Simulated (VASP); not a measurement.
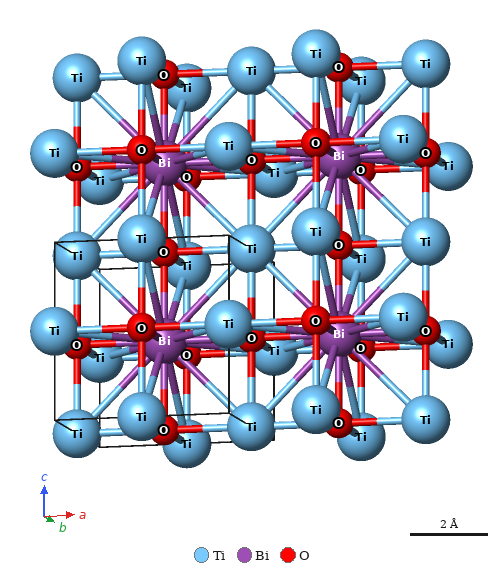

Starting structure of crystalline Ti3BiO3 (a generated structure, set up in Pm-3m). A ball-and-stick model of the cell of the calculation, repeated 2 × 1 × 2 with one cell outlined, seen from a free direction.

The run lets cell and atoms move.

Theory: VASP 6.6.1, Kohn-Sham DFT of a periodic cell, PBE, VASP PAW PBE potentials, recommended.

The input:
```
SYSTEM = Ti3BiO3
PREC = Normal
ENCUT = 520
EDIFF = 1E-4
ISMEAR = 0
SIGMA = 0.15
LREAL = .False.
LASPH = .True.
NELM = 60
ALGO = Fast
ISIF = 3
LWAVE = .False.
LCHARG = .False.
GGA = PE
IBRION = 2
NSW = 24
EDIFFG = -0.08
KPAR = 2
```

Command:
```bash
cat potpaw_PBE.64/Ti_sv/POTCAR potpaw_PBE.64/Bi_d/POTCAR potpaw_PBE.64/O/POTCAR > POTCAR
mpirun -np 2 vasp_std > vasp.out
```

The structure:
```xyz
7
Lattice="4.6799 0.0000 0.0000 0.0000 4.6799 0.0000 0.0000 0.0000 4.6799" Properties=species:S:1:pos:R:3 pbc="T T T"
Ti    2.3400    0.0000    0.0000
Ti    0.0000    2.3400    0.0000
Ti    0.0000    0.0000    2.3400
Bi    2.3400    2.3400    2.3400
O     2.3400    2.3400    0.0000
O     0.0000    2.3400    2.3400
O     2.3400    0.0000    2.3400
```

What does the optimiser find from here?

Answer. Over 2 geometry steps the energy falls by 0.158 eV per cell of the calculation. All forces vanish by symmetry, so only the cell relaxes. Pressure: −6.74 GPa at the start and 0.19 GPa at the end. The atoms keep their places relative to the cell (all moves are under 0.005 Å). The volume changes by −6.3 %, with a = b = c 4.680 → 4.579 Å (−2.2 %). Some distances before and after: Bi–Ti 3.309 → 3.238 Å, O–Ti 2.340 → 2.289 Å, Bi–O 2.340 → 2.289 Å. The space group stays Pm-3m (No. 221). It ran on 2 threads of AMD EPYC 9R45 (Zen 5), with other jobs on the host.

The end point in the same view:

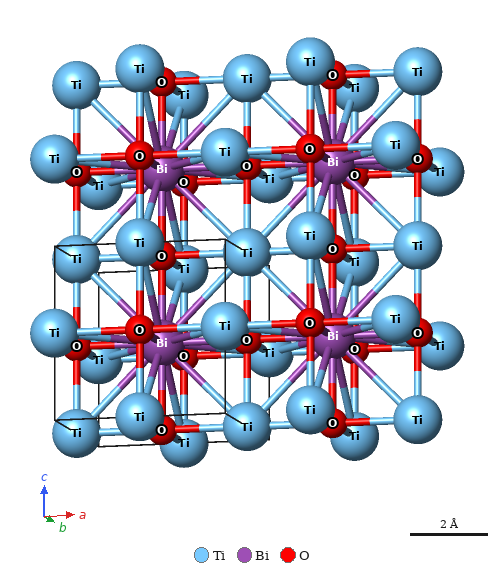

Limits of the set-up: an element that often carries a moment was run without spin polarisation.
